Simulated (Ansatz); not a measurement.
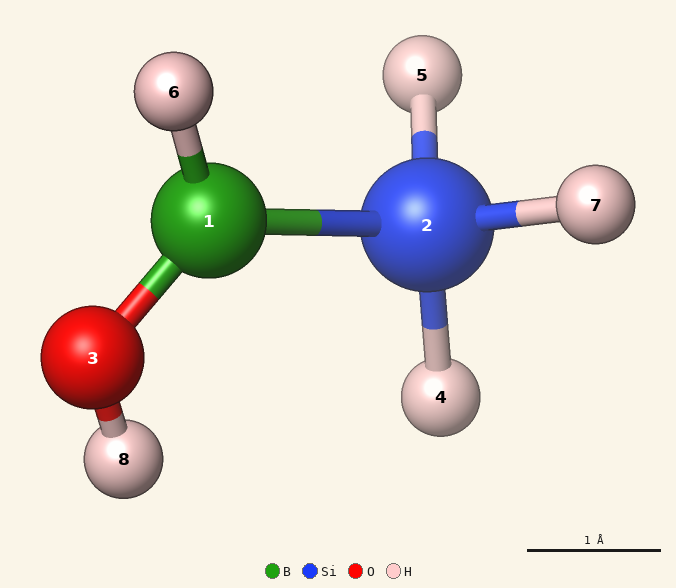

Orthographic view. Distant atoms are faded towards the background colour. The computed structure is the end point of a PBE-D4/def2-SVP optimisation. No frequency run is at hand to confirm it as a minimum.

Write a Z-matrix (Å, degrees) in the order of the atom numbers, with these reference atoms: 2 to 1; 3 to 1, 2; 4 to 2, 1, 3; 5 to 2, 4, 1; 6 to 1, 3, 2; 7 to 2, 5, 4; 8 to 3, 1, 6.

```
B  
Si   1   2.042
O    1   1.359   2   123.8
H    2   1.514   1   111.8   3     1.2
H    2   1.509   4   107.7   1  -122.5
H    1   1.221   3   114.7   2  -179.9
H    2   1.509   5   107.2   4   115.5
H    3   0.976   1   113.2   6  -179.9
```
